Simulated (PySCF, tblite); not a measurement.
Potential energy curve for N2, singlet.

Levels of theory: GFN2-xTB, 300 K electronic temperature (tblite); UMP2 = MP2 on UHF/6-31G, 2 core orbitals frozen (PySCF 2.14.0); NEVPT2 = SC-NEVPT2 on CASSCF(10,8)/6-31G, all electrons correlated (PySCF 2.14.0); RCCSD(T) = CCSD(T) on RHF/6-31G, 2 core orbitals frozen in PySCF; RCCSD = CCSD on RHF/6-31G, 2 core orbitals frozen in PySCF.

Energies are in kJ/mol, each relative to the lowest point of its own curve near equilibrium.

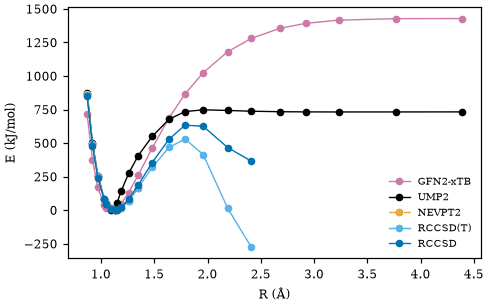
*Energy against bond length for each method.*

```
R / Å  GFN2-xTB   UMP2  NEVPT2  RCCSD(T)  RCCSD
-----  --------  -----  ------  --------  -----
0.87      714.9  876.5   865.0     861.5  849.1
0.92      377.1  503.2   495.0     492.1  481.4
0.97      169.5  258.0   254.0     251.8  243.1
1.03       40.4   84.6    87.3      85.9   80.0
1.05       18.9   48.7    54.1      53.0   48.2
1.09        0.0    1.9    13.5      12.9   10.3
1.13        6.4    0.0     0.0       0.0    0.0
1.15       16.9   51.5     1.2       1.6    2.9
1.19       49.2  143.2    16.1      17.0   21.4
1.26      131.1  275.2    69.6      71.9   82.1
1.35      261.6  407.2   165.2     169.3  188.5
1.48      462.2  549.5       —     319.2  354.4
1.64      690.0  678.7       —     468.9  530.7
1.79      867.5  735.2       —     530.5  634.4
1.96     1025.8  748.3       —     414.2  625.2
2.19     1181.1  743.5       —      13.5  466.8
2.41     1280.6  737.8       —    -274.3  366.5
2.68     1355.6  734.1       —         —      —
2.92     1392.4  732.8       —         —      —
3.23     1416.6  732.3       —         —      —
3.77     1427.7  732.5       —         —      —
4.39     1428.5  732.8       —         —      —
```

At the longest distance, 4.39 Å, GFN2-xTB lies highest above its minimum (1428.5 kJ/mol) and UMP2 lowest (732.8 kJ/mol).

The UMP2 curve passes through a maximum at 1.96 Å and then falls by 15.5 kJ/mol up to the last usable point, a hump where its reference is spin-contaminated.

The RCCSD(T) curve passes through a maximum at 1.79 Å and then falls by 804.8 kJ/mol up to the last usable point.

The RCCSD curve passes through a maximum at 1.79 Å and then falls by 267.9 kJ/mol up to the last usable point.

Dashes: no converged value, or the column stops at the first point that the program doubted or that broke a chosen test of continuity, which isn't proof of a fault.

The unrestricted solution behind UMP2 changes between 1.19 and 1.26 Å and between 1.48 and 1.64 Å, which can leave a kink. The unrestricted determinant behind UMP2 is spin-contaminated at 1.13 to 4.39 Å (<S²> up to 3.0, against 0.00 for a pure singlet). The T1 diagnostic of CCSD on the restricted reference of RCCSD(T), RCCSD exceeds 0.045 at 2.19 to 2.41 Å.
